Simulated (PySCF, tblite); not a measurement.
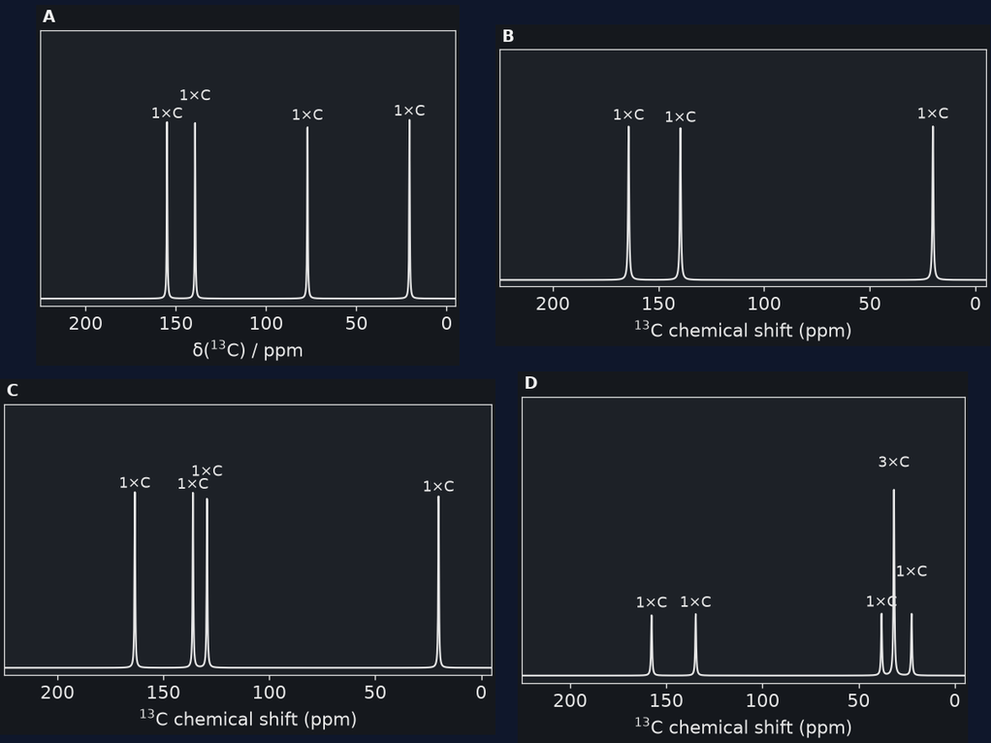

GIAO shifts, PBE0/pcSseg-1 in PySCF, at a GFN2-xTB geometry (a minimum by its frequencies), against TMS for ¹³C computed at the same level. Gas phase, fully decoupled, line heights follow the number of nuclei, widths are arbitrary (no quadrupolar broadening); values of one conformer, averaged over nuclei that symmetry or rotation about single bonds exchange, these motions taken as fast; other conformers aren't averaged in.

Question: Which panel belongs to which molecule?
1. C₇H₁₅BO₂, SMILES C/C=C(\B(O)O)C(C)(C)C
2. C₄H₆BF₃O₂, SMILES C/C=C(\B(O)O)C(F)(F)F
3. C₃H₇BO₅S, SMILES C/C=C(\B(O)O)S(=O)(=O)O
4. C₄H₉BO₃, SMILES C/C=C(/CO)B(O)O

Answer: A: 4 (154.9 (1 C), 139.4 (1 C), 77.1 (1 C), 20.6 (1 C) ppm)
B: 3 (164.1 (1 C), 139.6 (1 C), 20.1 (1 C) ppm)
C: 2 (163.4 (1 C), 136.0 (1 C), 129.4 (1 C), 20.1 (1 C) ppm)
D: 1 (157.6 (1 C), 134.7 (1 C), 38.1 (1 C), 31.6 (3 C), 22.4 (1 C) ppm)

Limits of at least one run: the tight-binding geometry is rougher than a DFT one and adds to the error.
